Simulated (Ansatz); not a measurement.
**GeSiH4O2 (SMILES [OH][Ge][O][SiH3]): levels of theory compared**

Wanted: a comparison of 6 runs (B3LYP/6-31G*, PBE0/def2-SVP, wB97M-V/def2-SVP, wB97X/def2-SVP, RPA@PBE0/def2-SVP, MP2/def2-SVP) of GeSiH4O2. 

The calculation is run with Ansatz 0.2.0.

72 further runs of the same task are left out: 72 set aside as unsound or not needed.

**1. The system as given**

GeSiH4O2 has 8 atoms, charge 0, and is taken as a singlet. SMILES: `[OH][Ge][O][SiH3]`. The Si4–H6 distance was set to 2.674 Å, away from the relaxed value. At this shape a bond of the SMILES string is far longer than usual.

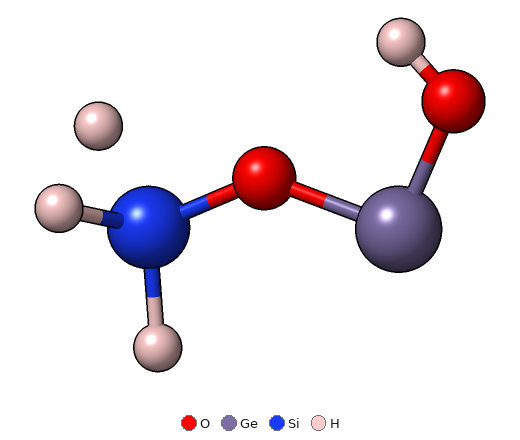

Viewed from a chosen angle; oxygen red, germanium purple, silicon blue, hydrogen pink.

**2. The energy at B3LYP/6-31G(d) (spherical functions) (run 1)**

File job.yaml:

```yaml
crystal:
  periodic: [false, false, false]
  atoms:
    - {symbol: O, position_ang: [2.474780, 2.336426, 0.650201]}
    - {symbol: Ge, position_ang: [2.688580, 0.733726, -0.080699]}
    - {symbol: O, position_ang: [1.148980, 0.031326, 0.531701]}
    - {symbol: Si, position_ang: [0.349580, -1.397974, 0.444101]}
    - {symbol: H, position_ang: [1.651880, 2.408426, 1.147301]}
    - {symbol: H, position_ang: [-2.046000, -1.018000, -0.682500]}
    - {symbol: H, position_ang: [1.113280, -2.383574, -0.371999]}
    - {symbol: H, position_ang: [0.163880, -1.949674, 1.811001]}
basis:
  gaussian: {orbitals: 6-31G_st_-spherical.json}
hamiltonian: {xc: {name: B3LYP}}
accuracy: high
output: {orbitals: {seedname: orbitals}}
```

The basis set 6-31G* is read from a file made from the Basis Set Exchange's data (not shown).

Launch:

```bash
$ ansatz run job.yaml --threads 1 --pin off --max-ram 3480MiB --events-out events.jsonl --progress --plain --runs-dir runs
```

The log of the run:

```text
Warning: RAYON_NUM_THREADS=1 ignored (pool sized by the plan → 1); use --threads N
Functional definition: B3LYP
  name "B3LYP"
  parameter a0 = 0.2
  parameter ax = 0.72
  parameter ac = 0.81
  exchange = (1 - a0 - ax)*slater_x + ax*b88_x + a0*exact_x
  correlation = (1 - ac)*vwn_rpa_c + ac*lyp_c
1835 factors; integrals over basis functions are off by at most 4.8e-9 eV
mean field evaluation 1: about -68537.2868 eV, gradient 7.5e1 eV
mean field evaluation 2: about -68473.1810 eV, gradient 1.8e2 eV
mean field evaluation 4: about -68546.1190 eV, gradient 1.5e1 eV
mean field evaluation 8: about -68547.2850 eV, gradient 9.7e-1 eV
mean field evaluation 16: about -68547.2880 eV, gradient 9.0e-5 eV
mean field -68547.28803904 eV, -2519.0663724140 hartree, gradient 3.0e-8 eV, S^2 0.000000; 0 other end points of the search recorded, 0 dependent functions left out
reference -68547.28808122 eV, -2519.0663739641 hartree; 33, 33 occupied and 53, 53 virtual orbitals, 1835 factors
Total energy: -68547.28808122 eV, -2519.0663739641 hartree
```

Wall time 9.3 s (1 thread of Arm Neoverse V1, shared host); peak memory 0.31 GiB.

**3. The energy at PBE0/def2-SVP (run 2)**

File molecule.yaml:

```yaml
crystal:
  periodic: [false, false, false]
  atoms:
    - {symbol: O, position_ang: [2.474780, 2.336426, 0.650201]}
    - {symbol: Ge, position_ang: [2.688580, 0.733726, -0.080699]}
    - {symbol: O, position_ang: [1.148980, 0.031326, 0.531701]}
    - {symbol: Si, position_ang: [0.349580, -1.397974, 0.444101]}
    - {symbol: H, position_ang: [1.651880, 2.408426, 1.147301]}
    - {symbol: H, position_ang: [-2.046000, -1.018000, -0.682500]}
    - {symbol: H, position_ang: [1.113280, -2.383574, -0.371999]}
    - {symbol: H, position_ang: [0.163880, -1.949674, 1.811001]}
basis:
  gaussian:
    orbitals: def2-SVP
total_charge: 0
hamiltonian:
  xc: pbe0
accuracy: high
output:
  orbitals: {seedname: orbitals}
```

Launch:

```bash
$ ansatz run molecule.yaml --threads 1 --pin off --max-ram 3480MiB --events-out events.jsonl --progress --plain --runs-dir runs
```

The log of the run:

```text
Warning: RAYON_NUM_THREADS=1 ignored (pool sized by the plan → 1); use --threads N
Functional definition: PBE0
  name "PBE0"
  parameter a = 0.25
  parameter kappa = 0.804
  parameter beta = 0.06672455060314922
  exchange = (1 - a)*pbe_x(kappa = kappa, mu = beta*pi^2/3) + a*exact_x
  correlation = pbe_c(beta = beta)
2007 factors; integrals over basis functions are off by at most 4.7e-9 eV
mean field evaluation 1: about -68517.8160 eV, gradient 6.8e1 eV
mean field evaluation 2: about -68481.2084 eV, gradient 1.5e2 eV
mean field evaluation 4: about -68525.6777 eV, gradient 1.2e1 eV
mean field evaluation 8: about -68526.1631 eV, gradient 8.8e-1 eV
mean field evaluation 16: about -68526.1663 eV, gradient 1.3e-4 eV
mean field -68526.16627194 eV, -2518.2901617901 hartree, gradient 8.0e-8 eV, S^2 0.000000; 0 other end points of the search recorded, 0 dependent functions left out
reference -68526.16627472 eV, -2518.2901618921 hartree; 33, 33 occupied and 65, 65 virtual orbitals, 2007 factors
Total energy: -68526.16627472 eV, -2518.2901618921 hartree
```

It took 9.9 s on 1 thread of Arm Neoverse V1, shared host; peak memory 0.36 GiB.

Runs 3 to 5 aren't shown in full; the table further down has their settings and results.

**4. A single-point energy at MP2/def2-SVP (run 6)**

Edit job.yaml of step 2 so:

```diff
@@ -1 +1,4 @@
+basis:
+  gaussian:
+    orbitals: def2-SVP
 crystal:
@@ -11,6 +14,5 @@
     - {symbol: H, position_ang: [0.163880, -1.949674, 1.811001]}
-basis:
-  gaussian: {orbitals: 6-31G_st_-spherical.json}
-hamiltonian: {xc: {name: B3LYP}}
 accuracy: high
-output: {orbitals: {seedname: orbitals}}
+correlation:
+  method: mp2
+  frozen_orbitals: {Ge: 9, H: 0, O: 1, Si: 5}
```

Launch:

```bash
$ ansatz run job.yaml --threads 1 --pin off --max-ram 3480MiB --events-out events.jsonl --progress --plain --runs-dir runs
```

The log of the run:

```text
Warning: RAYON_NUM_THREADS=1 ignored (pool sized by the plan → 1); use --threads N
Functional definition: HF
  name "HF"
  exchange = exact_x
  correlation = 0
2007 factors; integrals over basis functions are off by at most 4.7e-9 eV
mean field evaluation 1: about -68454.5716 eV, gradient 4.6e1 eV
mean field evaluation 2: about -68454.6408 eV, gradient 4.6e1 eV
mean field evaluation 4: about -68459.0858 eV, gradient 2.9e0 eV
mean field evaluation 8: about -68459.1332 eV, gradient 3.4e-1 eV
mean field evaluation 16: about -68459.1337 eV, gradient 7.8e-9 eV
mean field -68459.13369455 eV, -2515.8267600071 hartree, gradient 7.8e-9 eV, S^2 0.000000; 0 other end points of the search recorded, 0 dependent functions left out; unrestricted orbitals would lower it
16 core orbitals not correlated: weight in the atoms' cores, before any rotation towards them, 1.000 or more for the frozen orbitals, at most 0.000 for the correlated occupied ones
reference -68459.13369455 eV, -2515.8267600071 hartree; 17, 17 occupied and 65, 65 virtual orbitals, 2007 factors
second order -18.86376115 eV of doubles, -0.00000000 eV of singles
Total energy: -68477.99745570 eV, -2516.5199904432 hartree
```

Wall time 4.8 s (1 thread of Arm Neoverse V1, shared host); peak memory 0.33 GiB.

**5. The series**

```
run                               level  frozen core orbitals   energy (Eh)  HOMO energy (eV)  LUMO energy (eV)  HOMO–LUMO gap (eV)  wall time
  1  B3LYP/6-31G* (spherical functions)                     –  -2519.066374             -6.55             -2.48                4.07      9.3 s
  2                       PBE0/def2-SVP                     –  -2518.290162             -6.80             -2.39                4.42      9.9 s
  3                    wB97M-V/def2-SVP                     –  -2518.652144             -8.60             -0.48                8.12       93 s
  4                      wB97X/def2-SVP                     –  -2518.829584             -8.92             -0.37                8.55       32 s
  5                   RPA@PBE0/def2-SVP                    16  -2516.772879                 –                 –                   –       20 s
  6                        MP2/def2-SVP                    16  -2516.519990                 –                 –                   –      4.8 s
```

**6. Outcome**

| quantity | value |
| --- | --- |
| run 6: total energy | -2516.51999 Eh |
| run 6: correlation energy (16 core orbitals frozen) | -693.2 mEh |

In words: Over runs 1, 2, 3, 4 the HOMO–LUMO gap runs from 4.07 eV (B3LYP/6-31G*) to 8.55 eV (wB97X/def2-SVP). The two ends differ in method and basis. Totals of different functionals can't be ranked against each other. In runs 5, 6 the log says that unrestricted orbitals would lower the reference, so the values rest on an unstable closed-shell determinant (other closed-shell runs at this shape may share the fault). In runs 1, 2, 3, 4, 5, 6 a closed-shell determinant meets a far-stretched bond, which it describes badly. All runs together took 2.8 min, the longest 93 s.
